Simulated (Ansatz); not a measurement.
Consider AlBH4N2.

Input

```
basis:
  gaussian: {orbitals: def2-TZVPD}
crystal:
  periodic: [false, false, false]
  atoms:
    - {symbol: Al, position_ang: [-0.562687, 1.622537, 1.434764]}
    - {symbol: B, position_ang: [-2.085969, -0.532051, -0.081052]}
    - {symbol: "N", position_ang: [-1.475347, 0.353558, 0.568560]}
    - {symbol: N, position_ang: [-1.036223, 2.048088, 3.094269]}
    - {symbol: H, position_ang: [-2.657579, -1.358702, -0.685101]}
    - {symbol: H, position_ang: [0.655131, 2.376638, 0.769442]}
    - {symbol: H, position_ang: [-1.798137, 1.627712, 3.611686]}
    - {symbol: H, position_ang: [-0.572342, 2.753655, 3.653095]}
hamiltonian: {xc: {name: PBE0}}
output: {forces: true, orbitals: {seedname: orbitals}}
```

Launched as:

```sh
ansatz run input.yaml --threads 1 --pin off --max-ram 2610MiB --events-out events.jsonl --progress --plain --runs-dir runs
```

Geometry: B3LYP/6-31G*.

Level of theory: isolated molecule in a Gaussian basis; Kohn-Sham density functional theory, functional PBE0 in Ansatz 0.2.0.

> What will maps of the electron density and electron localisation function show?

B–N (1.26 Å): ρ is about 2.5 e/Å³ halfway; the ELF peaks at about 0.85 between the atoms; a polar covalent bond.
Al–N (1.78 Å): the density is about 0.86 e/Å³ at the midpoint; the ELF peaks at about 0.90 in the valence shell of N, 0.7 Å from its nucleus, and is about 0.65 at the midpoint.
N–H (1.01 Å): ρ at the midpoint is about 2.8 e/Å³; the ELF climbs to about 1 towards the hydrogen, as it does in any bond to H: an ordinary covalent bond to hydrogen.
B–H (1.17 Å): the density is about 1.3 e/Å³ at the midpoint; the ELF climbs to about 1 towards the hydrogen: an ordinary covalent bond to hydrogen.

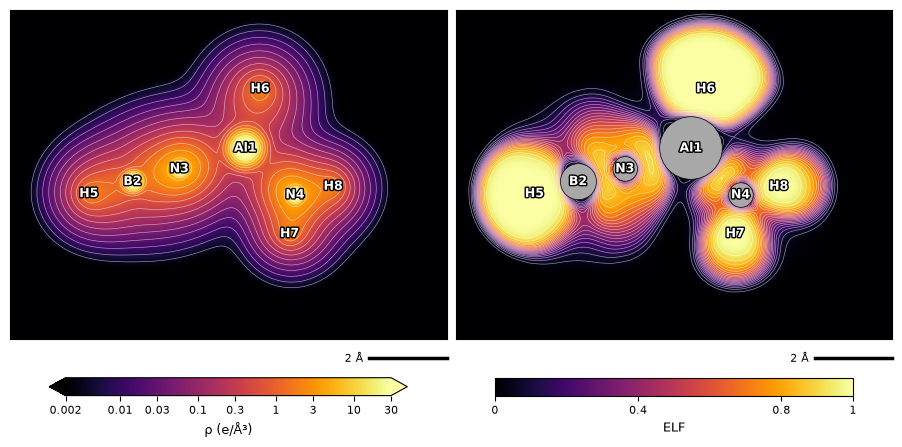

Computed electron density and electron localisation function on the molecular plane, in this order. Grey discs cover the atomic cores in the ELF map. 
